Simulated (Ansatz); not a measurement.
Band structure of LaIn5Ir (P4/mmm, 7 atoms in the cell).

```xyz
7
Lattice="4.7461 0.0000 0.0000 0.0000 4.7461 0.0000 0.0000 0.0000 7.6727" Properties=species:S:1:pos:R:3 pbc="T T T"
La     0.0000     0.0000     0.0000
In     2.3731     0.0000     5.3162
In     2.3731     0.0000     2.3565
In     0.0000     2.3731     5.3162
In     0.0000     2.3731     2.3565
In     2.3731     2.3731     0.0000
Ir     0.0000     0.0000     3.8364
```

Level of theory: LDA (PW92), PAW files made with PBE (plane waves; Ansatz, a quantum-chemistry and plane-wave program).

Settings: basis.ecutwfc = 420 eV; kpoints.mp_grid.grid = 5 5 3; hamiltonian.xc = lda; hamiltonian.pseudopotentials = {kind: paw} (the program's default PAW files); scf.occupations.method = fermi_dirac; scf.occupations.width = 0.136 eV; kpoints.band_path.npoints = 8.

The starting cell comes from a database of computed structures (which also holds hypothetical and non-ambient phases and stackings), without a prior relaxation at this level. Its lattice was rescaled by a random factor within 2.5 % of one. Spin-orbit coupling is off. Spin polarisation is off.

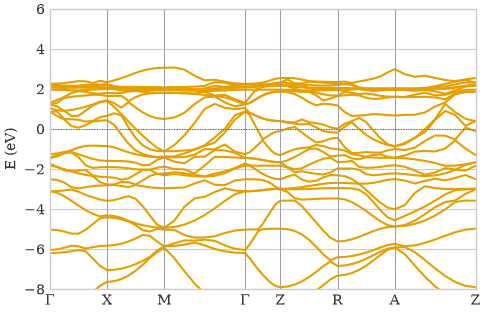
Bands along the path, energies from the Fermi level.

Levels in eV from the Fermi level, bands 43 to 50:
| point | 43 | 44 | 45 | 46 | 47 | 48 | 49 | 50 |
|---|---|---|---|---|---|---|---|---|
| Γ | -1.45 | -1.45 | -1.26 | 0.86 | 0.86 | 1.04 | 1.22 | 1.22 |
| X | -1.91 | -1.60 | -0.86 | 0.43 | 0.66 | 1.39 | 1.43 | 1.64 |
| M | -1.88 | -1.43 | -1.43 | -1.38 | -1.12 | -1.12 | 0.49 | 1.80 |
| Z | -1.67 | -1.67 | -1.31 | -0.11 | 0.39 | 0.39 | 1.87 | 1.87 |
| R | -1.66 | -1.33 | -1.01 | -0.44 | -0.18 | 0.01 | 1.17 | 1.64 |
| A | -1.81 | -1.45 | -1.45 | -1.01 | -0.87 | -0.87 | 0.67 | 1.60 |

Bands cross the Fermi level along this path, so the cell is metallic at this level.

Keys are those of Ansatz 0.2.
